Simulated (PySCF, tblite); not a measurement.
**C7H9NSSi: geometry, infrared bands and NMR shifts**

What infrared bands and NMR shifts should C7H9NSSi (`C#CC[Si@@H]1C[C@@H](C#N)CS1`) show?

Programs: tblite 0.8.0 and PySCF 2.14.0, with density-fitted response routines of our own. Each step states its level of theory. These are calculated values for one molecule in the gas phase, unless marked as measured. Atoms count from 0, in the outputs and in this text.

## (1) The starting structure

19 atoms, charge 0, multiplicity 1; geometry from: force field or distance geometry start.

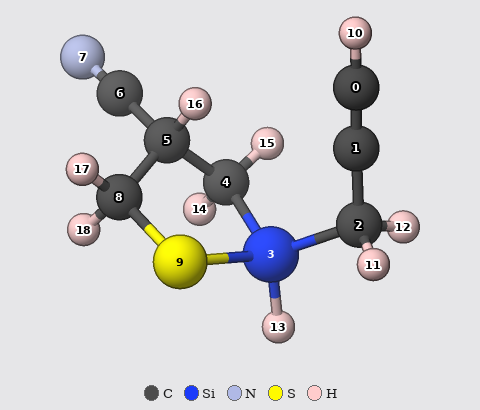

The starting geometry (carbon dark grey, silicon blue, nitrogen light blue, sulfur yellow, hydrogen pink), atoms numbered.

## (2) Optimising the geometry with GFN2-xTB

What the job is given:

```
{"job": {"kind": "relax", "xc": "GFN2-xTB", "basis": "xTB"}, "charge": 0, "multiplicity": 1}
C      2.845600     1.322300    -0.525100
C      2.519900     0.253400    -0.101800
C      2.174000    -1.080100     0.442600
Si     0.346000    -1.344600     0.687300
C     -0.732600    -0.738800    -0.713200
C     -1.217400     0.691200    -0.380600
C     -2.276400     1.118100    -1.305500
N     -3.112100     1.447900    -2.025800
C     -1.719900     0.729500     1.073100
S     -0.456100     0.003800     2.179700
H      3.121300     2.278500    -0.903300
H      2.687500    -1.240800     1.388800
H      2.534000    -1.840100    -0.241000
H      0.013400    -2.750500     1.058000
H     -1.591400    -1.405100    -0.829400
H     -0.188300    -0.747100    -1.658400
H     -0.373100     1.398500    -0.475700
H     -1.933000     1.754200     1.391700
H     -2.651400     0.159000     1.190900
```

The run is started by

```bash
$ OMP_NUM_THREADS=1 python probes_run.py task.json out
```

One launch serves the whole session: the jobs run in the order shown.

The log of the run:

```text
step      E/eV     max force
  0    -745.03405    1.393
  1    -745.06302    2.792
  2    -745.11606    0.762
  3    -745.12612    0.906
  4    -745.13234    1.127
  5    -745.14353    0.388
  6    -745.15014    0.120
  7    -745.15297    0.136
  8    -745.15456    0.087
  9    -745.15590    0.085
 10    -745.15706    0.069
 11    -745.15796    0.062
 12    -745.15867    0.070
 13    -745.15929    0.072
 14    -745.15989    0.055
 15    -745.16045    0.057
 16    -745.16096    0.055
 17    -745.16145    0.069
 18    -745.16194    0.061
 19    -745.16241    0.046
 20    -745.16288    0.047
 21    -745.16337    0.050
 22    -745.16387    0.050
 23    -745.16433    0.055
 24    -745.16473    0.045
 25    -745.16508    0.045
 26    -745.16543    0.041
 27    -745.16581    0.049
 28    -745.16617    0.048
 29    -745.16651    0.048
 30    -745.16684    0.051
 31    -745.16719    0.046
 32    -745.16749    0.053
 33    -745.16772    0.039
 34    -745.16789    0.032
 35    -745.16801    0.024
 36    -745.16810    0.021
 37    -745.16817    0.022
 38    -745.16825    0.032
 39    -745.16835    0.034
 40    -745.16845    0.023
 41    -745.16854    0.021
 42    -745.16862    0.024
 43    -745.16870    0.035
 44    -745.16880    0.034
 45    -745.16887    0.020
 46    -745.16893    0.018
 47    -745.16898    0.020
 48    -745.16904    0.033
 49    -745.16911    0.033
 50    -745.16918    0.020
 51    -745.16923    0.017
 52    -745.16928    0.020
 53    -745.16934    0.027
 54    -745.16940    0.024
 55    -745.16944    0.014
 56    -745.16948    0.020
 57    -745.16952    0.023
 58    -745.16957    0.019
 59    -745.16960    0.014
 60    -745.16962    0.011
 61    -745.16965    0.015
 62    -745.16969    0.022
 63    -745.16973    0.020
 64    -745.16976    0.012
 65    -745.16978    0.012
 66    -745.16980    0.016
 67    -745.16983    0.021
 68    -745.16986    0.019
 69    -745.16988    0.013
 70    -745.16990    0.013
 71    -745.16992    0.014
 72    -745.16996    0.023
 73    -745.17001    0.023
 74    -745.17007    0.021
 75    -745.17012    0.018
 76    -745.17018    0.026
 77    -745.17026    0.040
 78    -745.17038    0.044
 79    -745.17050    0.028
 80    -745.17060    0.024
 81    -745.17067    0.020
 82    -745.17075    0.029
 83    -745.17082    0.025
 84    -745.17087    0.019
 85    -745.17092    0.018
 86    -745.17097    0.021
 87    -745.17104    0.023
 88    -745.17109    0.015
 89    -745.17112    0.013
 90    -745.17116    0.013
 91    -745.17120    0.020
 92    -745.17124    0.020
 93    -745.17128    0.014
 94    -745.17130    0.012
 95    -745.17131    0.009
```

It took 3.1 s on 1 thread of Intel Xeon at 2.50GHz, shared host; peak memory 0.18 GiB.

Step by step: (not every step is listed)

```tsv
step	energy from step 0 (eV)	largest force (eV/Å)
0	0.0000	1.3934
1	-0.0290	2.7921
2	-0.0820	0.7624
3	-0.0921	0.9063
4	-0.0983	1.1272
5	-0.1095	0.3876
6	-0.1161	0.1198
7	-0.1189	0.1358
8	-0.1205	0.0873
16	-0.1269	0.0547
24	-0.1307	0.0450
32	-0.1334	0.0529
40	-0.1344	0.0228
48	-0.1350	0.0327
56	-0.1354	0.0203
64	-0.1357	0.0115
72	-0.1359	0.0229
80	-0.1366	0.0241
88	-0.1370	0.0150
90	-0.1371	0.0129
91	-0.1372	0.0197
92	-0.1372	0.0202
93	-0.1372	0.0139
94	-0.1372	0.0116
95	-0.1373	0.0088
```

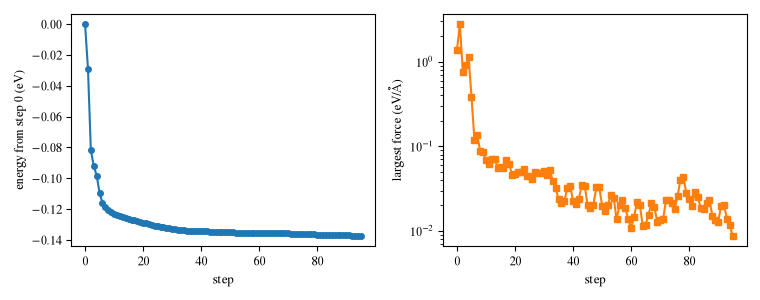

Energy and force, step by step.

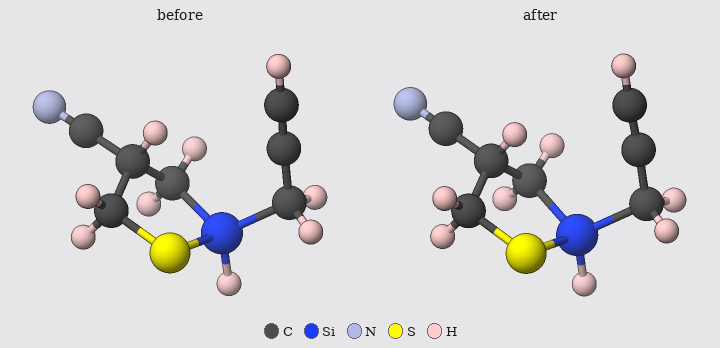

Before and after, at one scale.

Distances of close pairs at the start and the end, largest changes first:

```tsv
bond	before (Å)	after (Å)	change (Å)
C2–Si3	1.863	1.911	+0.048
Si3–C4	1.869	1.907	+0.039
C1–C2	1.481	1.445	-0.036
Si3–H13	1.492	1.462	-0.030
C5–C6	1.469	1.443	-0.027
C0–H10	1.065	1.049	-0.016
Si3–S9	2.165	2.152	-0.013
C4–C5	1.546	1.533	-0.013
```

The final coordinates are the input of the step that follows.

## (3) Vibrational analysis with GFN2-xTB

What the job is given:

```
{"job": {"kind": "ir", "xc": "GFN2-xTB", "basis": "xTB"}, "charge": 0, "multiplicity": 1}
C      2.614431     1.265792    -0.620816
C      2.455007     0.190412    -0.118841
C      2.192121    -1.097838     0.480676
Si     0.316055    -1.359777     0.733697
C     -0.698187    -0.702260    -0.741946
C     -1.152777     0.709737    -0.354456
C     -2.159356     1.183963    -1.273094
N     -2.963227     1.529361    -2.009009
C     -1.708699     0.697103     1.067912
S     -0.459430     0.003713     2.207392
H      2.799263     2.203154    -1.054157
H      2.709650    -1.157459     1.439274
H      2.592600    -1.883990    -0.160970
H     -0.008993    -2.741023     1.083793
H     -1.572998    -1.330062    -0.919457
H     -0.126910    -0.670079    -1.668229
H     -0.293702     1.390933    -0.395475
H     -1.940464     1.699776     1.423762
H     -2.604188     0.077796     1.132270
```

The log of the run:

```text
mode    cm-1     km/mol
  1      34.0      0.23
  2      43.1      0.55
  3     103.8      0.25
  4     110.7      8.46
  5     120.6      7.96
  6     154.9      4.69
  7     200.5      3.53
  8     281.5      3.27
  9     291.3      0.18
 10     326.8     11.55
 11     383.5      3.95
 12     403.6     16.91
 13     496.4     31.92
 14     507.0      2.14
 15     516.4      8.14
 16     573.5     99.81
 17     620.6     20.47
 18     638.9     66.91
 19     643.7    122.89
 20     719.2     15.41
 21     742.8      3.14
 22     753.3     23.26
 23     789.1    121.10
 24     799.9    140.44
 25     870.7      8.76
 26     929.1      3.46
 27    1004.5     21.36
 28    1035.7     13.76
 29    1057.9      5.47
 30    1096.0      8.88
 31    1103.2      6.06
 32    1180.2      3.20
 33    1201.3     28.95
 34    1207.8      5.27
 35    1213.0     17.92
 36    1277.7      4.10
 37    1296.2      6.68
 38    1424.1      5.70
 39    1453.9      0.98
 40    1471.2      3.47
 41    2276.2    297.57
 42    2286.7     17.61
 43    2405.7    232.66
 44    2919.5      5.99
 45    2968.8     24.18
 46    2978.5      6.58
 47    2980.1     22.18
 48    2983.5     22.54
 49    3010.8     12.15
 50    3012.8      6.50
 51    3396.1      6.00
```

Run time: 5.7 s. Hardware: 1 thread of Intel Xeon at 2.50GHz, shared host; peak memory 0.18 GiB.

The strongest bands and the atoms that carry them (share of the mass-weighted mode):

```tsv
cm⁻¹	km/mol	atoms
496	31.9	S9 46 %, Si3 32 %
574	99.8	H13 82 %
639	66.9	H10 68 %, C0 10 %
644	122.9	H10 66 %, H13 15 %
789	121.1	C4 22 %, H15 19 %, Si3 12 %
800	140.4	Si3 31 %, C4 18 %, C2 14 %, H14 14 %
2276	297.6	H13 97 %
2406	232.7	C6 60 %, N7 40 %
```

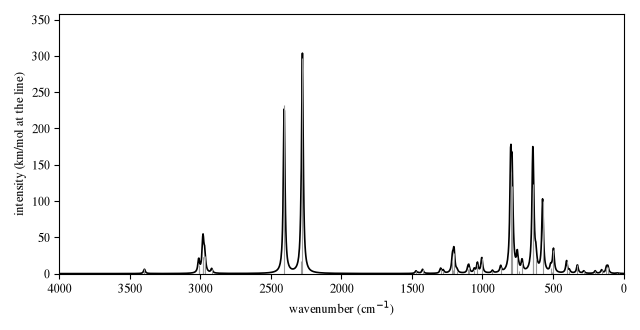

The infrared spectrum from these modes, unscaled. Lines are broadened to a width of 14 cm⁻¹ (Lorentzian).

## (4) Shielding tensors: PBE0/pcSseg-1

Settings changed since step 3:

```diff
@@ -1,2 +1,2 @@
-{"job": {"kind": "ir", "xc": "GFN2-xTB", "basis": "xTB"}, "charge": 0, "multiplicity": 1}
+{"job": {"kind": "nmr", "xc": "PBE0", "basis": "pcSseg-1"}, "charge": 0, "multiplicity": 1}
 C      2.614431     1.265792    -0.620816
```

Level: GIAO PBE0/pcSseg-1 NMR shielding, non-relativistic, gas phase.

The log of the run:

```text
coarse grid: 17496 points
cycle   1  E = -1013.6886085062  dE =  1.396e+00  |g| = 5.689e-01  |ddm| = 4.340e+00
cycle   2  E = -1013.5680006792  dE =  1.206e-01  |g| = 9.465e-01  |ddm| = 1.514e+00
cycle   3  E = -1013.7613032816  dE = -1.933e-01  |g| = 2.277e-01  |ddm| = 9.285e-01
cycle   4  E = -1013.7726375066  dE = -1.133e-02  |g| = 4.663e-02  |ddm| = 2.124e-01
cycle   5  E = -1013.7731258288  dE = -4.883e-04  |g| = 1.225e-02  |ddm| = 6.207e-02
cycle   6  E = -1013.7731581670  dE = -3.234e-05  |g| = 6.058e-03  |ddm| = 1.824e-02
cycle   7  E = -1013.7731661394  dE = -7.972e-06  |g| = 2.271e-03  |ddm| = 5.928e-03
final grid: 161472 points
cycle   8  E = -1013.8347975844  dE = -3.562e-05  |g| = 1.057e-02  |ddm| = 4.457e-02
cycle   9  E = -1013.8347527988  dE =  4.479e-05  |g| = 1.693e-02  |ddm| = 2.580e-02
cycle  10  E = -1013.8348233970  dE = -7.060e-05  |g| = 3.294e-03  |ddm| = 1.622e-02
cycle  11  E = -1013.8348260094  dE = -2.612e-06  |g| = 4.578e-04  |ddm| = 2.692e-03
cycle  12  E = -1013.8348260600  dE = -5.069e-08  |g| = 1.364e-04  |ddm| = 6.865e-04
cycle  13  E = -1013.8348260637  dE = -3.662e-09  |g| = 6.517e-05  |ddm| = 1.520e-04
cycle  14  E = -1013.8348260645  dE = -7.499e-10  |g| = 3.034e-05  |ddm| = 7.773e-05
converged SCF energy = -1013.8348260645

GIAO shielding tensors (ppm)
atom      isotropic    diamagn.    paramagn.     s11        s22        s33       span
  0 C      111.466     258.221    -146.755     36.073     37.830    260.497    224.424
  1 C      102.680     264.441    -161.761      4.785     14.003    289.251    284.466
  2 C      179.405     254.829     -75.424    168.179    179.704    190.331     22.152
  3 Si     334.821     879.274    -544.453    285.384    332.602    386.477    101.092
  4 C      164.237     253.966     -89.729    142.140    162.486    188.086     45.946
  5 C      155.802     248.020     -92.218    137.390    152.411    177.604     40.214
  6 C       61.660     259.478    -197.819    -59.637    -53.155    297.771    357.408
  7 N      -31.565     340.624    -372.189   -193.407   -185.667    284.379    477.786
  8 C      145.345     249.764    -104.419    108.284    157.765    169.987     61.703
  9 S      644.865    1057.641    -412.776    501.534    585.327    847.735    346.201
 10 H       30.410      34.349      -3.938     24.282     25.738     41.211     16.929
 11 H       29.792      26.745       3.047     25.146     27.387     36.845     11.699
 12 H       29.926      27.297       2.628     24.640     27.604     37.532     12.892
 13 H       26.461      28.210      -1.749     22.299     23.969     33.116     10.816
 14 H       30.567      31.896      -1.329     25.863     28.382     37.456     11.593
 15 H       29.936      32.871      -2.935     25.958     27.812     36.038     10.079
 16 H       28.797      32.046      -3.249     23.591     28.655     34.144     10.553
 17 H       28.568      29.889      -1.321     22.138     27.335     36.230     14.091
 18 H       28.963      30.512      -1.549     22.938     27.779     36.171     13.232
```

It took 2.9 min on 1 thread of Intel Xeon at 2.50GHz, shared host; peak memory 0.96 GiB.

Shifts follow as δ = σ(reference) − σ, with reference shieldings (ppm) from runs at the same level and on the same kind of geometry: 1H TMS 31.72, 13C TMS 186.9, 29Si TMS 349.2, 15N NH3 267.7, 33S CS2 504. The references are single molecules in the gas phase, so shifts against H2O, NH3, PH3, H3PO4 or CFCl3 are not on the usual liquid scales and can be off by tens of ppm.

```tsv
atoms	environment	σ (ppm)	δ (ppm)	δ scaled to CDCl3
C6	nitrile carbon	61.7	125.3	120.3
C1	alkyne carbon	102.7	84.2	80.3
C0	terminal alkyne carbon	111.5	75.5	71.7
C8	sp3 CH2 bonded to S	145.3	41.6	34.3
C5	sp3 CH α to a nitrile	155.8	31.1	28.5
C4	sp3 CH2 bonded to Si	164.2	22.7	20.2
C2	propargylic sp3 CH2 bonded to Si	179.4	7.5	5.4
H13	hydrogen on a silicon bonded to 2 C, S, in a 5-membered ring	26.46	5.26	–
H17	hydrogen on an sp3 CH2 bonded to S	28.57	3.15	3.07
H16	hydrogen on an sp3 CH α to a nitrile	28.80	2.92	2.86
H18	hydrogen on an sp3 CH2 bonded to S	28.96	2.75	2.70
H11	hydrogen on a propargylic sp3 CH2 bonded to Si	29.79	1.92	1.92
H12	hydrogen on a propargylic sp3 CH2 bonded to Si	29.93	1.79	1.79
H15	hydrogen on an sp3 CH2 bonded to Si	29.94	1.78	1.78
H10	hydrogen on a terminal alkyne carbon	30.41	1.31	1.34
H14	hydrogen on an sp3 CH2 bonded to Si	30.57	1.15	1.19
Si3	silicon bonded to 2 C, S, H, in a 5-membered ring	334.8	14.3	–
N7	nitrile nitrogen	-31.6	299.3	–
S9	sulfur bonded to C, Si, in a 5-membered ring	645	-141	–
```

The scaled column applies a straight-line fit of computed shieldings to shifts measured in CDCl3, with any fitted terms for Cl, Br or S neighbours (root-mean-square error 0.16 ppm for H, 1.9 ppm for C).

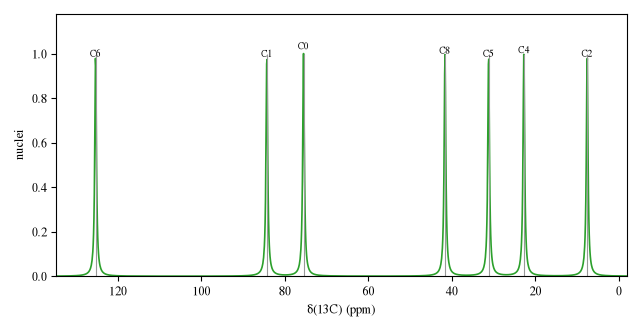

13C lines at the computed shifts, without couplings. Lines are broadened to a width of 0.47 ppm (Lorentzian).

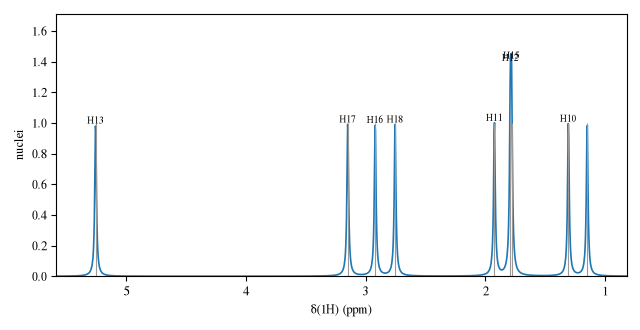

1H lines at the computed shifts, without couplings. Lines are broadened to a width of 0.02 ppm (Lorentzian).

Charges from the same density, by scheme (e):

```tsv
atoms	Mulliken	IAO	Hirshfeld	ESP fit
C0	-0.36	-0.26	-0.12	-0.52
C1	0.13	-0.02	-0.04	0.11
C2	-0.45	-0.56	-0.14	-0.44
Si3	0.83	0.85	0.36	0.62
C4	-0.47	-0.53	-0.15	-0.46
C5	-0.35	-0.14	-0.01	0.08
C6	0.14	0.14	0.09	0.28
N7	-0.24	-0.25	-0.23	-0.45
C8	-0.24	-0.32	-0.06	-0.31
S9	-0.25	-0.19	-0.09	-0.29
```

ESP fit charges:

C0 -0.52; C1 0.11; C2 -0.44; Si3 0.62; C4 -0.46; C5 0.08; C6 0.28; N7 -0.45; C8 -0.31; S9 -0.29; H10 0.33; H11 0.20; H12 0.17; H13 -0.13; H14 0.16; H15 0.16; H16 0.11; H17 0.20; H18 0.16

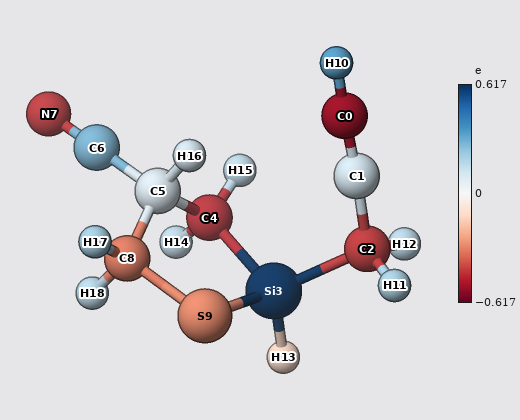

ESP fit charges, as colours on the atoms.

Mayer bond orders: C0–C1 2.55, C1–C2 1.11, C2–Si3 0.86, Si3–C4 0.89, C4–C5 1.00, C5–C6 0.99, C6–N7 3.08, C5–C8 0.98, C8–S9 1.01, S9–Si3 1.00.

Ring of atoms Si3, C4, C5, C8, S9: NICS(0) -8.2, NICS(1) -4.9, NICS(1)zz -3.6 ppm (means of both faces).

## (5) What came out

```
                                 quantity                                                     value
strongest single infrared mode (GFN2-xTB)                                     2276 cm⁻¹, 298 km/mol
             zero-point energy (GFN2-xTB)                                             86.2 kcal/mol
   13C shifts against TMS (PBE0/pcSseg-1)              125.3, 84.2, 75.5, 41.6, 31.1, 22.7, 7.5 ppm
    1H shifts against TMS (PBE0/pcSseg-1)  5.26, 3.15, 2.92, 2.75, 1.92, 1.79, 1.78, 1.31, 1.15 ppm
  29Si shifts against TMS (PBE0/pcSseg-1)                                                  14.3 ppm
   15N shifts against NH3 (PBE0/pcSseg-1)                                                 299.3 ppm
   33S shifts against CS2 (PBE0/pcSseg-1)                                                  -141 ppm
```

In words: Relaxing lowered the energy by 0.137 eV in 95 steps; the close pair that moved most is C2–Si3, from 1.863 to 1.911 Å. All 51 modes are real, so the xTB geometry is a minimum. The strongest single mode, at 2276 cm⁻¹, moves mainly H13. GFN2-xTB is a fitted tight-binding method: band positions and strengths are rough. Its intensities can rank the bands wrongly. C6 (nitrile carbon) lies farthest downfield among carbon, at 125.3 ppm; typical of a nitrile. At PBE0/pcSseg-1: The widest tensor belongs to N7: span 478 ppm, with a paramagnetic part of -372 ppm.
